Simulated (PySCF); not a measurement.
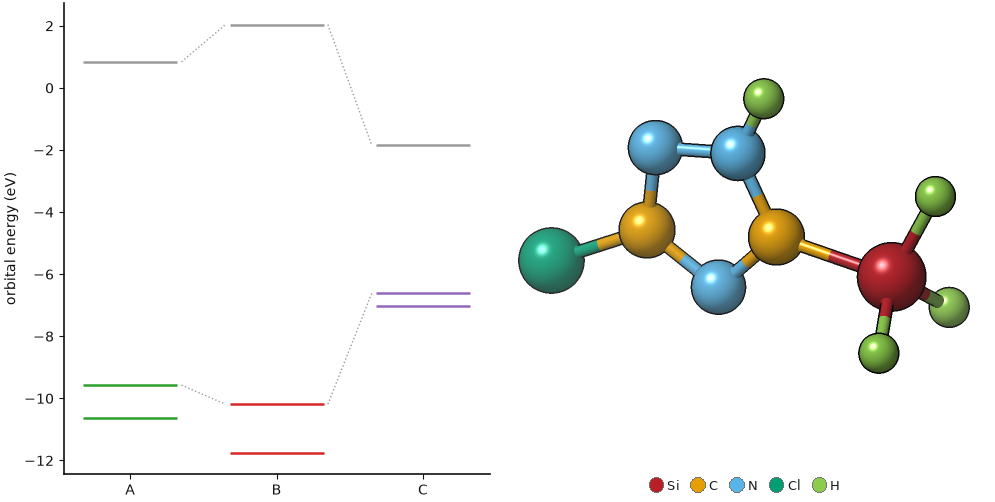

Frontier orbital energies of C₂H₄ClN₃Si, SMILES [SiH3]c1nc(Cl)n[nH]1 at one geometry, def2-SVPD, PySCF, at a PBE0-D3(BJ)/def2-SVP geometry (no frequency check). Empty levels are grey, levels within 0.1 eV stand side by side; all columns show the same few orbitals around the gap. Dotted lines join the HOMOs and the LUMOs.

### The columns come from HF, PBE and ωB97X-D. Which is which?

A: ωB97X-D (HOMO −9.57, LUMO 0.84, separation 10.41 eV)
B: HF (HOMO −10.19, LUMO 2.04, separation 12.22 eV)
C: PBE (HOMO −6.61, LUMO −1.85, separation 4.76 eV)

Caveats, for all or some of the runs: empty levels above zero depend strongly on the basis.
